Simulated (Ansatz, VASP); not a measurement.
## Cross-check of Nb2CuS4 between VASP and Ansatz

One calculation is typed for both programs; each brings its own data sets and cutoff. How far apart do they land? The structure shown is the end of the VASP relaxation below.

Program: Ansatz 0.2.0. Level of theory: plane waves, with VASP 6.6.1 beside it; single point at PBEsol and band structure at PBEsol. Results are calculated unless marked as measured.

## Step 1: Set-up

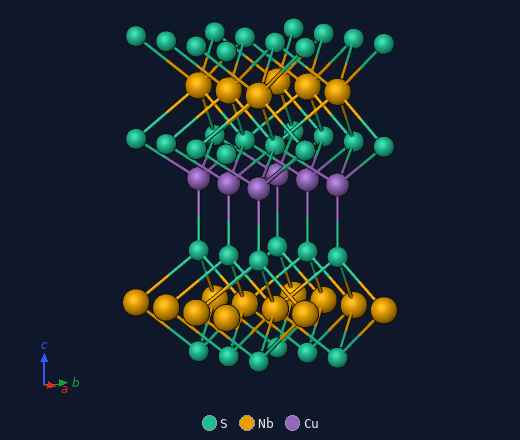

The cell as given, from the side, with the c axis up (sulfur teal, niobium orange, copper purple). 3×2×1 cells are drawn. Bonds to atoms that aren't drawn are left out. Some periodic images of atoms are drawn too.

The cell holds 7 atoms: 4 S, 2 Nb and 1 Cu. Cell: a = 3.393 Å, b = 3.393 Å, c = 24.641 Å, α = 90.0°, β = 90.0°, γ = 120.0°. It derives from Nb2CuS4. As first built, before any earlier steps moved the atoms: kind sheets cut from a layered crystal; sheets 1. Vacuum lies along c.

Structure file:

```xyz
7
Lattice="3.3929 0.0000 0.0000 -1.6964 2.9383 0.0000 0.0000 0.0000 24.6409" Properties=species:S:1:pos:R:3
S     0.0000    0.0000   17.0941
S     0.0000    0.0000   13.9886
S     0.0000    1.9589   10.5914
S     0.0000    1.9589    7.5487
Nb    0.0000    1.9589   15.5804
Nb    0.0000    0.0000    9.0475
Cu    0.0000    1.9589   12.7684
```

## Step 2: VASP: relaxation, PBEsol

This run makes the geometry at which the two programs are then compared.

Lines of VASP's logs that name or quote its potential files are left out, and so is its time.

File INCAR:

```
SYSTEM = Nb2CuS4
PREC = Normal
ENCUT = 300
EDIFF = 1E-05
NELM = 120
ISMEAR = 0
SIGMA = 0.05
LREAL = .FALSE.
ALGO = Fast
GGA = PS
NBANDS = 42
ISPIN = 2
MAGMOM = 0.6 0.6 0.6 0.6 0.6 0.6 0.6
LMAXMIX = 4
LORBIT = 11
LWAVE = .FALSE.
LCHARG = .FALSE.
KPAR = 4
IBRION = 2
NSW = 40
ISIF = 2
EDIFFG = -0.03
POTIM = 0.4
MAXMIX = 40
IDIPOL = 3
LDIPOL = .TRUE.
DIPOL = 0.5 0.5 0.502
```

File POSCAR:

```
Nb2CuS4
1.0
    3.3928770500      0.0000000000      0.0000000000
   -1.6964385250      2.9383177170      0.0000000000
    0.0000000000      0.0000000000     24.6409346358
S Nb Cu
4 2 1
Direct
    0.0000000000      0.0000000000      0.6956284280
    0.0000000000      0.0000000000      0.5683436430
    0.3333333330      0.6666666670      0.4291603510
    0.3333333330      0.6666666670      0.3043715720
    0.3333333330      0.6666666670      0.6340178640
    0.0000000000      0.0000000000      0.3656436400
    0.3333333330      0.6666666670      0.5180869570
```

File KPOINTS:

```
Automatic mesh
0
Gamma
9 9 1
0 0 0
```

PAW data sets: S, Nb_pv and Cu (PBE family, release 64).

The run is started by

```bash
mpirun -np 4 vasp_std
```

Numbers of over 12 decimals in the logs are rounded to 6 here.

The program printed:

```text
[banner, memory and clock lines left out]
running    4 mpi-ranks, on    1 nodes
 distrk:  each k-point on    1 cores,    4 groups
 distr:  one band on    1 cores,    1 groups

 POSCAR found type information on POSCAR S NbCu
 POSCAR found :  3 types and       7 ions
|                                                                             |
|               ----> ADVICE to this user running VASP <----                  |
|                                                                             |
|     You enforced a specific xc type in the INCAR file but a different       |
|     [... a line on the potential file left out ...]
|     I HOPE YOU KNOW WHAT YOU ARE DOING!                                     |
|                                                                             |

 LDA part: xc-table for (Slater+PW92), standard interpolation
 POSCAR, INCAR and KPOINTS ok, starting setup
 FFT: planning ... GRIDC
 FFT: planning ... GRID_SOFT
 FFT: planning ... GRID
 WAVECAR not read
 entering main loop
       N       E                     dE             d eps       ncg     rms          rms(c)
DAV:   1     0.433903801605E+03    0.43390E+03   -0.19456E+04  2264   0.818E+02
DAV:   2     0.101320821519E+01   -0.43289E+03   -0.40749E+03  2400   0.366E+02
DAV:   3    -0.524396601164E+02   -0.53453E+02   -0.51889E+02  3108   0.113E+02
DAV:   4    -0.548098943928E+02   -0.23702E+01   -0.23420E+01  3184   0.294E+01
DAV:   5    -0.548643294414E+02   -0.54435E-01   -0.54347E-01  3192   0.466E+00    0.378E+01
RMM:   6    -0.575319536640E+02   -0.26676E+01   -0.68607E+01  2553   0.590E+01    0.228E+01
RMM:   7    -0.669670047468E+02   -0.94351E+01   -0.37876E+01  2248   0.433E+01    0.250E+01
RMM:   8    -0.674026331003E+02   -0.43563E+00   -0.95770E+00  2403   0.147E+01    0.256E+01
RMM:   9    -0.526987899552E+02    0.14704E+02   -0.49433E+00  2295   0.128E+01    0.141E+01
RMM:  10    -0.509671652616E+02    0.17316E+01   -0.16748E+00  2087   0.105E+01    0.960E+00
RMM:  11    -0.492824829504E+02    0.16847E+01   -0.27945E+00  2082   0.139E+01    0.518E+00
RMM:  12    -0.492408194623E+02    0.41663E-01   -0.87772E-01  2426   0.378E+00    0.409E+00
RMM:  13    -0.491907687761E+02    0.50051E-01   -0.18947E-01  2426   0.202E+00    0.343E+00
RMM:  14    -0.493249800036E+02   -0.13421E+00   -0.90451E-02  2186   0.179E+00    0.252E+00
[...]
RMM:  34    -0.503160950739E+02    0.24506E-04   -0.94173E-06  1312   0.191E-02    0.118E-02
RMM:  35    -0.503161090639E+02   -0.13990E-04   -0.52879E-06  1259   0.167E-02    0.853E-03
RMM:  36    -0.503161864238E+02   -0.77360E-04   -0.93593E-06  1349   0.181E-02    0.915E-03
RMM:  37    -0.503162571768E+02   -0.70753E-04   -0.33286E-06  1331   0.167E-02    0.774E-03
RMM:  38    -0.503163016517E+02   -0.44475E-04   -0.24009E-06  1214   0.920E-03    0.677E-03
RMM:  39    -0.503163365513E+02   -0.34900E-04   -0.21363E-06  1297   0.116E-02    0.650E-03
RMM:  40    -0.503163661026E+02   -0.29551E-04   -0.17909E-06  1220   0.888E-03    0.449E-03
RMM:  41    -0.503164065827E+02   -0.40480E-04   -0.17361E-06  1202   0.856E-03    0.514E-03
[...]
search vector abs. value=  0.353E-02
 bond charge predicted
       N       E                     dE             d eps       ncg     rms          rms(c)
DAV:   1    -0.503211810755E+02    0.26586E-03   -0.20855E-01  2274   0.221E+00    0.251E-01
RMM:   2    -0.503220399122E+02   -0.85884E-03   -0.20248E-02  2395   0.991E-01    0.185E-01
RMM:   3    -0.503227493606E+02   -0.70945E-03   -0.59569E-03  2625   0.381E-01    0.215E-01
RMM:   4    -0.503228163765E+02   -0.67016E-04   -0.54790E-04  2328   0.128E-01    0.209E-01
RMM:   5    -0.503229266963E+02   -0.11032E-03   -0.10470E-04  1901   0.566E-02    0.202E-01
RMM:   6    -0.503230176197E+02   -0.90923E-04   -0.25400E-04  2051   0.752E-02    0.218E-01
RMM:   7    -0.503232910200E+02   -0.27340E-03   -0.36932E-05  1590   0.449E-02    0.207E-01
RMM:   8    -0.503232923239E+02   -0.13038E-05   -0.13677E-05  1387   0.248E-02
   4 F= -.50323292E+02 E0= -.50320947E+02  d E =-.184551E-02  mag=     0.1597
[... from here on, the cycles between the ionic steps are left out ...]
   5 F= -.50323044E+02 E0= -.50320617E+02  d E =-.159732E-02  mag=     0.1541
   6 F= -.50323198E+02 E0= -.50320739E+02  d E =-.175107E-02  mag=     0.1457
   7 F= -.50323760E+02 E0= -.50321195E+02  d E =-.231282E-02  mag=     0.1420
   8 F= -.50325557E+02 E0= -.50322924E+02  d E =-.179775E-02  mag=     0.1307
   9 F= -.50327524E+02 E0= -.50324891E+02  d E =-.376430E-02  mag=     0.1344
  10 F= -.50328211E+02 E0= -.50325643E+02  d E =-.687443E-03  mag=     0.1345
 trial-energy change:   -0.000687  1 .order   -0.000670   -0.001946    0.000606
 step:   1.3083(harm=  1.3083)  dis= 0.00535  next Energy=   -50.328266 (dE=-0.742E-03)
 bond charge predicted
       N       E                     dE             d eps       ncg     rms          rms(c)
DAV:   1    -0.503278659931E+02    0.33618E-03   -0.28792E-02  2410   0.125E+00    0.699E-02
RMM:   2    -0.503281598895E+02   -0.29390E-03   -0.35920E-03  2695   0.347E-01    0.241E-02
RMM:   3    -0.503282495030E+02   -0.89614E-04   -0.71738E-04  2437   0.131E-01    0.724E-03
RMM:   4    -0.503282739880E+02   -0.24485E-04   -0.79462E-05  1804   0.663E-02    0.425E-03
RMM:   5    -0.503282863245E+02   -0.12337E-04   -0.15840E-05  1405   0.345E-02    0.276E-03
RMM:   6    -0.503282901570E+02   -0.38325E-05   -0.52313E-06  1337   0.188E-02
  11 F= -.50328290E+02 E0= -.50325710E+02  d E =-.766230E-03  mag=     0.1348
 curvature:  -1.31 expect dE=-0.158E-03 dE for cont linesearch -0.230E-05
 trial: gam= 0.07107 g(F)=  0.121E-03 g(S)=  0.000E+00 ort = 0.631E-04 (trialstep = 0.163E+01)
 search vector abs. value=  0.141E-03
 reached required accuracy - stopping structural energy minimisation
```

OUTCAR, selected parts (step 2):

```text
ion  position               nearest neighbor table
   1  0.000  0.000  0.696-   5 2.48   5 2.48   5 2.48
   2  0.000  0.000  0.568-   7 2.32   7 2.32   7 2.32   5 2.54   5 2.54   5 2.54
   3  0.333  0.667  0.429-   7 2.19   6 2.51   6 2.51   6 2.51
   4  0.333  0.667  0.304-   6 2.47   6 2.47   6 2.47
   5  0.333  0.667  0.634-   1 2.48   1 2.48   1 2.48   2 2.54   2 2.54   2 2.54   7 2.86
   6  0.000  0.000  0.366-   4 2.47   4 2.47   4 2.47   3 2.51   3 2.51   3 2.51
   7  0.333  0.667  0.518-   3 2.19   2 2.32   2 2.32   2 2.32   5 2.86

  LATTYP: Found a hexagonal cell.
 ALAT       =     3.3928770500
 C/A-ratio  =     7.2625486490

 Subroutine GETGRP returns: Found  6 space group operations
 (whereof  6 operations were pure point group operations)

The static configuration has the point symmetry C_3v.

 Found     12 irreducible k-points:

   k-points           NKPTS =     12   k-points in BZ     NKDIM =     12   number of bands    NBANDS=     42

   dimension x,y,z NGX =    14 NGY =   14 NGZ =  108
   dimension x,y,z NGXF=    28 NGYF=   28 NGZF=  216

   ENCUT  =  300.0 eV  22.05 Ry    4.70 a.u.   4.79  4.79 34.80*2*pi/ulx,y,z

   NELECT =      57.0000    total number of electrons

 k-points in reciprocal lattice and weights: Automatic mesh
   0.00000000  0.00000000  0.00000000       0.012
   0.11111111 -0.00000000  0.00000000       0.074
   0.22222222 -0.00000000  0.00000000       0.074
   0.33333333  0.00000000  0.00000000       0.074
   0.44444444 -0.00000000  0.00000000       0.074
   0.11111111  0.11111111  0.00000000       0.074
   0.22222222  0.11111111  0.00000000       0.148
   0.33333333  0.11111111  0.00000000       0.148
   0.44444444  0.11111111  0.00000000       0.074
   0.22222222  0.22222222  0.00000000       0.074
   0.33333333  0.22222222  0.00000000       0.148
   0.33333333  0.33333333  0.00000000       0.025

 dipolmoment           0.000000      0.000000      0.008895 electrons x Angstroem

 average (electrostatic) potential at core
       1 -91.3361       2 -92.7135       3 -92.0372       4 -91.4174       5 -40.9492
       6 -40.8817       7 -71.2627

 E-fermi :  -0.2318

 spin component 1
 k-point     1 :       0.0000    0.0000    0.0000
  band No.  band energies     occupation
    ...
     23      -2.0160      1.00000
     24      -2.0159      1.00000
     25      -1.5482      1.00000
     26      -1.5482      1.00000
     27      -1.3736      1.00000
     28       0.2651      0.00000
     29       0.8430      0.00000
     30       1.8981      0.00000
     31       1.8982      0.00000
     32       2.1998      0.00000
    ...

 k-point     2 :       0.1111   -0.0000    0.0000
  band No.  band energies     occupation
    ...
     23      -2.4809      1.00000
     24      -2.2367      1.00000
     25      -1.7776      1.00000
     26      -1.6918      1.00000
     27      -1.0394      1.00000
     28       0.1704      0.00000
     29       0.4938      0.00000
     30       1.7557      0.00000
     31       1.9218      0.00000
     32       2.0617      0.00000
    ...

 k-point     3 :       0.2222   -0.0000    0.0000
  band No.  band energies     occupation
    ...
     25      -2.0340      1.00000
     26      -1.8159      1.00000
     27      -1.1238      1.00000
     28      -0.3009      0.97468
     29      -0.2575      0.76684
     30       1.5670      0.00000
     31       1.8289      0.00000
     32       2.3062      0.00000
     33       2.3075      0.00000
     34       2.5088      0.00000
    ...

 k-point     4 :       0.3333    0.0000    0.0000
  band No.  band energies     occupation
    ...
     25      -2.1586      1.00000
     26      -1.6053      1.00000
     27      -1.4679      1.00000
     28      -0.8285      1.00000
     29      -0.6847      1.00000
     30       1.8026      0.00000
     31       1.9065      0.00000
     32       2.2583      0.00000
     33       2.5332      0.00000
     34       2.7624      0.00000
    ...

 k-point     5 :       0.4444   -0.0000    0.0000
  band No.  band energies     occupation
    ...
     25      -2.0163      1.00000
     26      -1.8462      1.00000
     27      -1.4114      1.00000
     28      -0.7455      1.00000
     29      -0.6457      1.00000
     30       2.1889      0.00000
     31       2.2237      0.00000
     32       2.3458      0.00000
     33       2.6108      0.00000
     34       2.7436      0.00000
    ...

 k-point     6 :       0.1111    0.1111    0.0000
  band No.  band energies     occupation
    ...
     23      -2.5915      1.00000
     24      -2.4293      1.00000
     25      -1.9019      1.00000
     26      -1.8183      1.00000
     27      -0.9625      1.00000
     28      -0.1150      0.00048
     29      -0.0431      0.00000
     30       1.4395      0.00000
     31       1.9120      0.00000
     32       2.1698      0.00000
    ...

  Total       -2.8890857     -2.8890857     -0.7218833      0.0000000      0.0000000     -0.0000000
  in kB      -18.8428660    -18.8428660     -4.7081852      0.0000000      0.0000000     -0.0000000
  external PRESSURE =     -14.1313057 kB  Pullay stress =       0.0000000 kB

  energy-cutoff  :      300.00
  volume of cell :      245.65
      direct lattice vectors                 reciprocal lattice vectors
     3.392877050  0.000000000  0.000000000     0.294735113  0.170165397  0.000000000
    -1.696438525  2.938317717  0.000000000     0.000000000  0.340330793  0.000000000
     0.000000000  0.000000000 24.640934636     0.000000000  0.000000000  0.040582876

 POSITION                                       TOTAL-FORCE (eV/Angst)
 -----------------------------------------------------------------------------------
      3.39288      0.00000     17.09413         0.000000      0.000000     -0.016297
      0.00000      0.00000     13.98860         0.000000      0.000000     -0.025712
     -0.00000      1.95888     10.59145         0.000000      0.000000     -0.000632
     -0.00000      1.95888      7.54867        -0.000000     -0.000000      0.025752
     -0.00000      1.95888     15.58037         0.000000      0.000000      0.023817
      0.00000      0.00000      9.04747         0.000000      0.000000     -0.025258
     -0.00000      1.95888     12.76841        -0.000000      0.000000      0.018331
 -----------------------------------------------------------------------------------
    total drift:                                0.000514      0.000560      0.009726

  FREE ENERGIE OF THE ION-ELECTRON SYSTEM (eV)
  ---------------------------------------------------
  free  energy   TOTEN  =       -50.3282901570 eV

  energy  without entropy=      -50.3231291224  energy(sigma->0) =      -50.32570964

 reached required accuracy - stopping structural energy minimisation

 vacuum level on the upper side and lower side of the slab         5.702         5.553

 total charge
# of ion       s       p       d       tot
------------------------------------------
    1        1.348   2.345   0.000   3.693
    2        1.306   2.411   0.000   3.716
    3        1.315   2.408   0.000   3.723
    4        1.347   2.352   0.000   3.699
    5        0.319   6.372   3.035   9.726
    6        0.328   6.390   3.016   9.734
    7        0.408   0.412   9.245  10.065
--------------------------------------------------
tot          6.371  22.689  15.296  44.355

 magnetization (x)
# of ion       s       p       d       tot
------------------------------------------
    1       -0.000   0.000   0.000   0.000
    2       -0.000   0.000   0.000   0.000
    3       -0.000   0.001   0.000   0.001
    4        0.000   0.006   0.000   0.006
    5        0.000   0.000   0.008   0.008
    6        0.001   0.002   0.085   0.088
    7        0.000   0.000   0.002   0.002
--------------------------------------------------
tot          0.002   0.009   0.095   0.105

[... 6 further parts left out ...]
```

CONTCAR:

```
Nb2CuS4
   1.00000000000000
     3.3928770500000001    0.0000000000000000    0.0000000000000000
    -1.6964385250000000    2.9383177169999999    0.0000000000000000
     0.0000000000000000    0.0000000000000000   24.6409346358000008
  S               Nb              Cu
     4     2     1
Direct
     1.0000000000000000    0.0000000000000000    0.6937291564339365
     0.0000000000000000    0.0000000000000000    0.5676976383680410
     0.3333333329999988    0.6666666670000012    0.4298314692731162
     0.3333333329999988    0.6666666670000012    0.3063468377529012
     0.3333333329999988    0.6666666670000012    0.6322961496797772
     0.0000000000000000    0.0000000000000000    0.3671722469106762
     0.3333333329999988    0.6666666670000012    0.5181789565815539
```

(Continued in part 2 of 3.)

[Lines on the potential files, build, host, timing and source positions are cut from VASP's logs without a mark.]

[Logs are printed without paths, hosts, clocks, repeated set-up lines and the standing remarks that a program may print on its own settings, such as how far it seeks lower states.]

[Hosts, paths, dates, database ids (printed as entryN), source tags and the programs' standing remarks are cut or masked in the printed files.]
